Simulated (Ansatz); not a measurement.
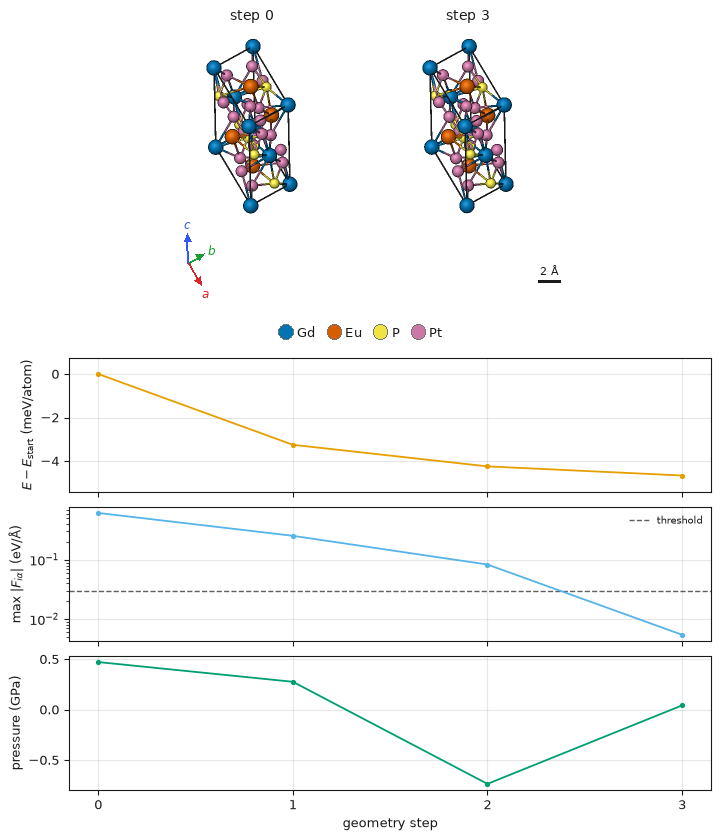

First and last geometry of a relaxation of solid EuGdP2Pt6 (set up in P1), with the history of the run. The picture is a ball-and-stick view of the cell of the calculation, seen slightly off an axis.

The calculation used Ansatz 0.2.0, DFT PBE, scalar-relativistic, plane waves, PAW. Set-up: plane-wave cutoff 420 eV; k-point mesh 4 × 4 × 4; occupations gaussian; smearing width 0.05 eV; collinear spin; cell and atoms relaxed; force threshold 0.03 eV/Å; at most 45 steps.

> Did the run converge, and what did it change?

The run was cut off at its time limit before the program reported convergence, but its last step already meets the force threshold: the largest component is 0.0055 eV/Å against 0.03 eV/Å. The pressure is within 0.04 GPa of its target. The largest move relative to the cell is that of a Pt atom, 0.053 Å along [3 2 −2]. By element the largest moves are Pt 0.053 Å, P 0.045 Å, Eu 0.040 Å, Gd 0.033 Å. The drawn cell changes as follows: a = b = c 7.958 → 7.957 Å (0.0 %), α 92.6° → 92.7°; the volume changes by +0.1 %. Some distances before and after: Eu–Pt 2.918 → 2.983 Å, Gd–Pt 3.468 → 3.402 Å, Eu–P 3.291 → 3.233 Å, Eu–Pt 3.038 → 2.983 Å. Over 3 geometry steps the energy falls by 4.7 meV per atom. Largest force component: 0.62 eV/Å at the start, 0.0055 eV/Å at the end. The pressure goes from 0.47 to 0.04 GPa. The program noted that the starting moments weren't kept. Cost: 15 min on 8 threads of Arm Neoverse V2, with other jobs on the host, peak memory 5.3 GiB.

```json
{"step": "0", "E − E(0), meV/atom": "0.00", "largest force component, eV/Å": "0.6154", "pressure, GPa": "0.47", "volume, Å³/atom": "18.201"}
{"step": "1", "E − E(0), meV/atom": "-3.25", "largest force component, eV/Å": "0.2538", "pressure, GPa": "0.28", "volume, Å³/atom": "18.193"}
{"step": "2", "E − E(0), meV/atom": "-4.25", "largest force component, eV/Å": "0.0833", "pressure, GPa": "-0.74", "volume, Å³/atom": "18.292"}
{"step": "3", "E − E(0), meV/atom": "-4.67", "largest force component, eV/Å": "0.0055", "pressure, GPa": "0.04", "volume, Å³/atom": "18.210"}
```

Limits of the set-up: 4f states are treated without a Hubbard U.
